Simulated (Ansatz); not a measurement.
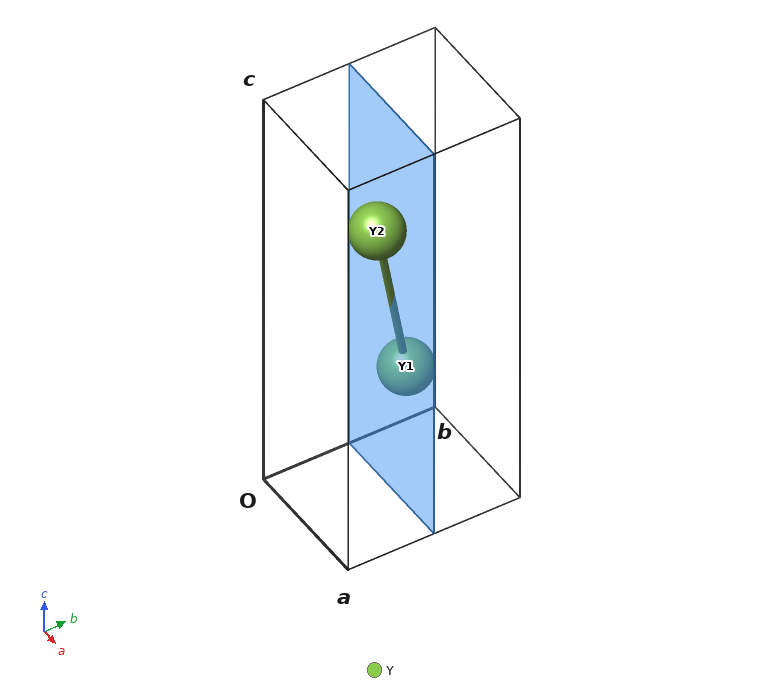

The shaded plane is a symmetry element of the crystal. Crystal: Y, the geometry relaxed with DFT, BLYP, plane waves (420 eV) with PAW, scalar-relativistic in Ansatz. Geometry calculated from the standardised cell; symmetry tolerance 0.002 Å.

a = 3.685 Å, b = 3.685 Å, c = 5.748 Å, α = 90.00°, β = 90.00°, γ = 120.00°.

```json
{"atom": "Y1", "x": "0.3333", "y": "0.6667", "z": "0.2500"}
{"atom": "Y2", "x": "0.6667", "y": "0.3333", "z": "0.7500"}
```

Is it a mirror or a glide plane, and what is the operation?

Answer. It is a glide plane with glide vector (1/2, 0, 1/2), parallel to (0 1 0), through (1/2, 1/2, 1/2): x, y, z → x−y+1, −y+1, z+1/2.

Onto which atom does it carry each atom (up to whole multiples of a, b and c)?

Answer. Y1 → Y2, Y2 → Y1.
